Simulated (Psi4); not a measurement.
# CHClF2 (SMILES FC(F)Cl): MP2/6-311+G(d,p)

What is the vertical ionisation energy of CHClF2 at MP2/6-311+G**? 

Program for the calculation: Psi4 1.11.

2 further runs of the same task are left out: 2 set aside as unsound or not needed.

## (1) The structure to begin with

The species is CHClF2 (5 atoms), meant as a singlet with charge 0. As SMILES, `FC(F)Cl`. Geometry: relaxed at PBE0-D4/def2-TZVP.

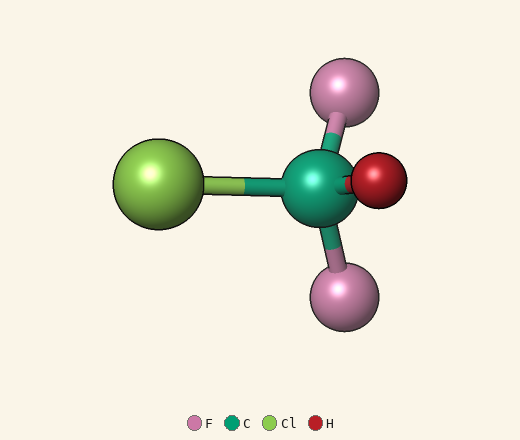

Viewed from a chosen angle; fluorine pink, carbon teal, chlorine green, hydrogen red.

## (2) The energy at MP2/6-311+G(d,p)

job.inp reads:

```
memory 1600 MB

molecule {
  F
  C 1 R2
  F 2 R3 1 A3
  Cl 2 R4 3 A4 1 D4
  H 2 R5 3 A5 1 D5

  R2 = 1.334434
  R3 = 1.334319
  A3 = 108.25988
  R4 = 1.762875
  A4 = 109.74064
  D4 = -119.74614
  R5 = 1.090422
  A5 = 110.03349
  D5 = 120.27493
  symmetry c1
  no_reorient
  no_com
}

set globals {
  reference rhf
  puream true
  e_convergence 1e-09
  d_convergence 1e-08
  scf_type pk
  num_frozen_docc 8
  mp2_type conv
}

e, wfn = energy('mp2/6-311+G**', return_wfn=True)
print_variables()
```

On the command line:

```console
$ psi4 -i job.inp -o job.out -n 1
```

job.out:

```text
[...]
  Running in c1 symmetry.
[...]
  Nuclear repulsion =  168.406760218240436
[...]
  Multiplicity = 1
[...]
  Nalpha       = 21
  Nbeta        = 21
[...]
    Number of basis functions: 102
[...]
   @RHF iter   1:  -696.81828515392704   -3.39103e-01   4.30037e-03 ADIIS/DIIS
[...]
   @RHF iter  11:  -696.89729889343323   -1.01181e-11   5.88965e-09 DIIS
[...]
    Orbital Energies [Eh]
    ---------------------
    Doubly Occupied:
       1A   -104.864805     2A    -26.350625     3A    -26.350579
       4A    -11.493192     5A    -10.592059     6A     -8.060360
       7A     -8.057142     8A     -8.057113     9A     -1.714716
      10A     -1.645856    11A     -1.169229    12A     -0.961300
      13A     -0.828221    14A     -0.806581    15A     -0.777295
      16A     -0.703571    17A     -0.668186    18A     -0.656278
      19A     -0.557615    20A     -0.491236    21A     -0.486561
[...]
  @RHF Final Energy:  -696.89729889343323
   => Energetics <=
    Nuclear Repulsion Energy =            168.4067602182404357
    One-Electron Energy =               -1300.0230771722146983
    Two-Electron Energy =                 434.7190180605410887
    Total Energy =                       -696.8972988934332307
[...]
 Multipole Moments:
 ------------------------------------------------------------------------------------
     Multipole            Electronic (a.u.)      Nuclear  (a.u.)        Total (a.u.)
 ------------------------------------------------------------------------------------
 L = 1.  Multiply by 2.5417464519 to convert [e a0] to [Debye]
 Dipole X            :          0.5871917           -1.0749168           -0.4877251
 Dipole Y            :         -0.6408413            1.0395051            0.3986638
 Dipole Z            :         -0.4631103            0.7516444            0.2885341
 Magnitude           :                                                    0.6928640
[...]
	SCS-MP2 Total Energy (a.u.)        :  -697.56839595434587
	SOS-MP2 Total Energy (a.u.)        :  -697.50603703422223
	SCSN-MP2 Total Energy (a.u.)       :  -697.22655399168605
[...]
	SOS-PI-MP2 Total Energy (a.u.)     :  -697.60749339102040
[...]
	MP2 Total Energy (a.u.)            :  -697.59165743779499
[...]
```

It took 13 s on 1 thread of AMD EPYC, shared host; peak memory 0.63 GiB.

## (3) The doublet cation

input.in reads:

```
memory 1600 mb

molecule mol {
  1 2
  F      0.07351035    -1.07355341     2.30981224
  C      0.20673604     0.04459754     0.05347925
  F      1.59530679    -1.40954672    -1.46812823
  Cl    -2.85537617     0.39476379    -1.21093650
  H      1.07449827     1.90446599     0.23772755
  units au
  symmetry c1
}

set {
  basis 6-311+G**
  reference uhf
  puream true
  e_convergence 1e-09
  d_convergence 1e-08
  scf_type pk
  num_frozen_docc 8
  mp2_type conv
  maxiter 200
}

e, wfn = energy("mp2", return_wfn=True)
```

On the command line:

```console
$ psi4 -n 1 input.in input.out
```

input.out:

```text
[...]
  Running in c1 symmetry.
[...]
  Nuclear repulsion =  168.406745107475018
[...]
  Multiplicity = 2
[...]
  Nalpha       = 21
  Nbeta        = 20
[...]
    Number of basis functions: 102
[...]
   @UHF iter   1:  -696.30723697382564    1.71944e-01   5.15427e-03 ADIIS/DIIS
[...]
   @UHF iter  18:  -696.46989894470858   -4.66116e-12   8.93653e-09 DIIS
[...]
   @S^2 Observed:                7.581283911E-01
[...]
    Orbital Energies [Eh]
    ---------------------
    Alpha Occupied:
       1A   -105.282061     2A    -26.582082     3A    -26.582038
       4A    -11.753530     5A    -11.004988     6A     -8.490987
       7A     -8.467482     8A     -8.464027     9A     -1.945052
      10A     -1.872999    11A     -1.558658    12A     -1.222848
      13A     -1.072112    14A     -1.041637    15A     -1.035018
      16A     -0.939805    17A     -0.929594    18A     -0.892203
      19A     -0.890243    20A     -0.847408    21A     -0.830734
    Alpha Virtual:
      22A     -0.127539    23A     -0.104631    24A     -0.067700
      25A     -0.059375    26A     -0.048648    27A     -0.026091
[...]
  @UHF Final Energy:  -696.46989894470858
   => Energetics <=
    Nuclear Repulsion Energy =            168.4067451074750181
    One-Electron Energy =               -1287.5468110048029757
    Two-Electron Energy =                 422.6701669526194678
    Total Energy =                       -696.4698989447085751
  UHF NO Occupations:
  HONO-2 :   19  A 1.9995429
  HONO-1 :   20  A 1.9967066
[...]
 Multipole Moments:
 ------------------------------------------------------------------------------------
     Multipole            Electronic (a.u.)      Nuclear  (a.u.)        Total (a.u.)
 ------------------------------------------------------------------------------------
 L = 1.  Multiply by 2.5417464519 to convert [e a0] to [Debye]
 Dipole X            :         -1.4383546            0.3419783           -1.0963764
 Dipole Y            :         -0.3603523            1.6382840            1.2779317
 Dipole Z            :         -0.5475120           -0.0079884           -0.5555004
 Magnitude           :                                                    1.7730570
[...]
	SCS-MP2 Total Energy (a.u.)        :  -697.11595265478206
	SOS-MP2 Total Energy (a.u.)        :  -697.05653775138444
	SCSN-MP2 Total Energy (a.u.)       :  -696.78360963464809
[...]
	SOS-PI-MP2 Total Energy (a.u.)     :  -697.15431088583045
[...]
	MP2 Total Energy (a.u.)            :  -697.13700932713141
[...]
```

It took 18 s on 1 thread of AMD EPYC, shared host; peak memory 0.64 GiB.

## (4) Summary of results

At MP2/6-311+G**, 8 core orbitals frozen:

| quantity | value |
| --- | --- |
| singlet CHClF2: total energy | -697.59166 Eh |
| singlet CHClF2: HOMO energy (Hartree–Fock orbitals) | -13.24 eV |
| singlet CHClF2: LUMO energy (Hartree–Fock orbitals) | 1.86 eV |
| singlet CHClF2: HOMO–LUMO gap (Hartree–Fock orbitals) | 15.10 eV |
| singlet CHClF2: correlation energy (8 core orbitals frozen) | -694.4 mEh |
| doublet cation: total energy | -697.13701 Eh |
| doublet cation: HOMO energy (Hartree–Fock orbitals) (highest over α and β) | -22.38 eV |
| doublet cation: LUMO energy (Hartree–Fock orbitals) (lowest over α and β) | -10.17 eV |
| doublet cation: correlation energy (8 core orbitals frozen) | -667.1 mEh |
| doublet cation: ⟨S²⟩ of the reference determinant | 0.758 |
| vertical ionisation energy (to the doublet cation) | 12.372 eV |

Removing an electron at fixed nuclei costs 12.37 eV (285 kcal/mol).
